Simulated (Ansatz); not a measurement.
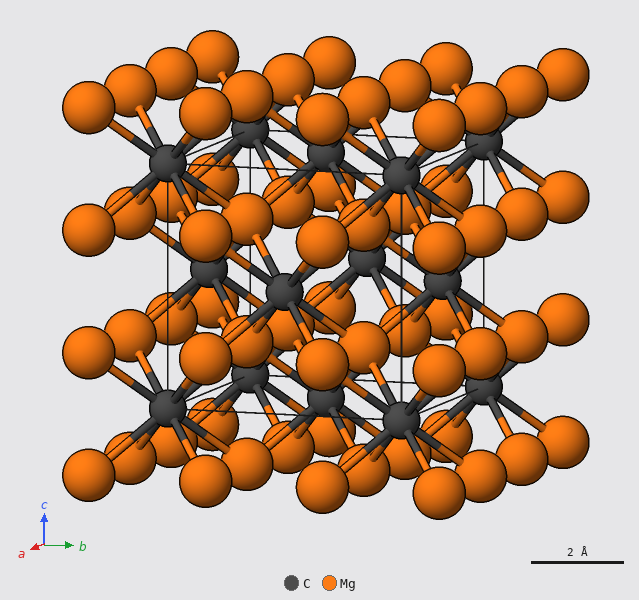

Drawn in the ball-and-stick manner and seen slightly off an axis. The conventional unit cell is drawn as a box. Outside the box, the atoms bonded to those within are drawn.

Mg₂C, antifluorite, space group Fm-3m (No. 225), a = 5.422 Å, b = 5.422 Å, c = 5.422 Å, α = 90.00°, β = 90.00°, γ = 90.00°. Starting structure: a structure type filled with these elements by a generator (whether the compound takes this form wasn't checked). Earlier steps of the study may have refined or changed the cell and positions. It was run through Ansatz as a DFT input.

This one geometry was computed with Ansatz (DFT, plane waves, PAW) at six levels of theory: LDA, r2SCAN0, HSE06, PBE0, dielectric-dependent PBE0 (fraction 1/eps_inf of PBE) and r2SCAN. It was relaxed beforehand with r2SCAN.

Which level gives the highest pressure at this volume, and what does that say about its equilibrium volume?

Answer. Highest: dielectric-dependent PBE0 (fraction 1/eps_inf of PBE) (0.8 GPa), which points to the largest equilibrium volume. Lowest, with the smallest volume: LDA (-3.4 GPa). Levels within 0.5 GPa of each other can't be told apart.

How does the band gap change with the level of theory?

Answer. LDA: a gap of 0.76 eV, indirect; r2SCAN: a gap of 1.11 eV, indirect; dielectric-dependent PBE0 (fraction 1/eps_inf of PBE): a gap of 1.32 eV, indirect; HSE06: a gap of 1.40 eV, indirect; PBE0: a gap of 2.05 eV, indirect; r2SCAN0: a gap of 2.30 eV, indirect.

Collect the results in a table.

Answer.
| level | cutoff (eV) | k-mesh of the run's cell | gap (eV) | pressure (GPa) |
| --- | --- | --- | --- | --- |
| LDA | 420 | 8×8×8 | 0.76 | -3.4 |
| r2SCAN0 | 500 | 6×6×6 | 2.30 | -1.5 |
| HSE06 | 420 | 6×6×6 | 1.40 | -0.5 |
| PBE0 | 420 | 6×6×6 | 2.05 | -0.5 |
| dielectric-dependent PBE0 (fraction 1/eps_inf of PBE) | 420 | 6×6×6 | 1.32 | 0.8 |
| r2SCAN | 500 | 8×8×8 | 1.11 | 0.0 |

Gaps are taken on the k-mesh or band path of each run.
